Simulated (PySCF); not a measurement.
# S2F2 (Difluorodisulfane) at PBE/STO-3G

Aim: the energy change on altering one bond length of S2F2 (Difluorodisulfane) at PBE/STO-3G, from 2 runs. 

The results are computed with PySCF 2.14.0.

13 further runs of the same task are left out: 4 that didn't finish, 9 set aside as unsound or not needed.

## (1) The system as given

S2F2 has 4 atoms, charge 0, and is taken as a singlet. SMILES: `FSSF`. The shape is that of a PBE0-D4/def2-TZVP optimisation.

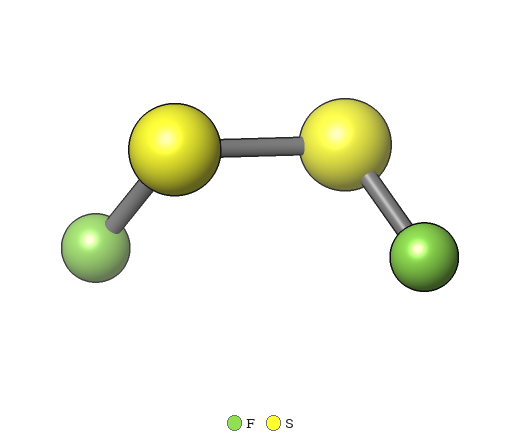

Viewed from a chosen angle; fluorine green, sulfur yellow.

## (2) A single-point energy at PBE/STO-3G

job.py

```python
from pyscf import gto, dft

system = gto.M(
    atom='''
F     -3.370799    -0.377813    -1.174635
S     -0.883768     1.444034    -1.195006
S      1.974745    -0.522301    -0.349070
F      2.279784    -0.543901     2.718711
''',
    unit='bohr',
    basis='sto-3g',
    verbose=4,
    max_memory=1860,
)

mf = dft.RKS(system)
mf.xc = 'pbe'
mf.conv_tol = 1e-10
mf.grids.level = 5
mf.kernel()
if not mf.converged:
    mf = mf.newton().run(mf.mo_coeff, mf.mo_occ)

etot = mf.e_tot
print(f'total energy: {etot:.8f} hartree')
```

On the command line:

```
$ OMP_NUM_THREADS=1 python job.py
```

Log:

```text
PySCF version 2.14.0

[INPUT] num. atoms = 4
[INPUT] num. electrons = 50
[INPUT] charge = 0
[INPUT] spin (= nelec alpha-beta = 2S) = 0
[INPUT] symmetry False subgroup None
[INPUT] Mole.unit = bohr
[INPUT] Symbol           X                Y                Z      unit          X                Y                Z       unit  Magmom
[INPUT]  1 F     -1.783750013392  -0.199930029589  -0.621590073149 AA   -3.370799000000  -0.377813000000  -1.174635000000 Bohr   0.0
[INPUT]  2 S     -0.467669885340   0.764149884594  -0.632369942113 AA   -0.883768000000   1.444034000000  -1.195006000000 Bohr   0.0
[INPUT]  3 S      1.044990051378  -0.276389786441  -0.184719889016 AA    1.974745000000  -0.522301000000  -0.349070000000 Bohr   0.0
[INPUT]  4 F      1.206409738620  -0.287820014197   1.438679904278 AA    2.279784000000  -0.543901000000   2.718711000000 Bohr   0.0

[... 61 lines left out ...]
converged SCF energy = -983.691669188381
total energy: -983.69166919 hartree
```

Run time: 4.2 s. Hardware: 1 thread of Arm Neoverse V1, shared host; peak memory 0.24 GiB.

## (3) The distorted shape

geometry.xyz

```xyz
4
F2S2
F     -2.540109     0.320360    -0.845423
S     -1.224029     1.284440    -0.856203
S      1.044990    -0.276390    -0.184720
F      1.206410    -0.287820     1.438680
```

calc.py

```python
from pyscf import gto, dft

system = gto.M(
    atom='geometry.xyz',
    basis='sto-3g',
    verbose=3,
    max_memory=1860,
)

myscf = dft.RKS(system, xc='pbe')
myscf.grids.level = 5
myscf.conv_tol = 1e-10
myscf.kernel()
if not myscf.converged:
    myscf = myscf.newton().run(myscf.mo_coeff, myscf.mo_occ)

energy = myscf.e_tot
print('E(%s) = %.9f' % ('PBE', energy))
```

On the command line:

```
$ OMP_NUM_THREADS=1 python calc.py
```

Log:

```text
converged SCF energy = -983.65794270726
E(PBE) = -983.657942707
```

Wall time 4.8 s (1 thread of Arm Neoverse V1, shared host); peak memory 0.23 GiB.

## (4) Results

At PBE/STO-3G:

| quantity | value |
| --- | --- |
| first shape: total energy | -983.69167 Eh |
| first shape: dipole moment | 0.25 D |
| first shape: HOMO energy | -1.60 eV |
| first shape: LUMO energy | 3.42 eV |
| first shape: HOMO–LUMO gap | 5.02 eV |
| distorted shape: total energy | -983.65794 Eh |
| distorted shape: dipole moment | 0.18 D |
| distorted shape: HOMO energy | -1.07 eV |
| distorted shape: LUMO energy | -0.56 eV |
| distorted shape: HOMO–LUMO gap | 0.50 eV |
| energy change with the S2–S3 bond stretched from 1.890 to 2.835 Å | 0.918 eV |

**Reading.** With the S2–S3 bond stretched from 1.890 to 2.835 Å the energy rises by 0.92 eV (21.2 kcal/mol). The first shape isn't relaxed at this level, so the change isn't measured from a minimum. A restricted reference can't describe the breaking bond well at this length. The minimal basis adds a large error of its own. Mulliken charges (distorted shape) run from -0.09 on F1 to +0.09 on S2; they depend strongly on the basis.
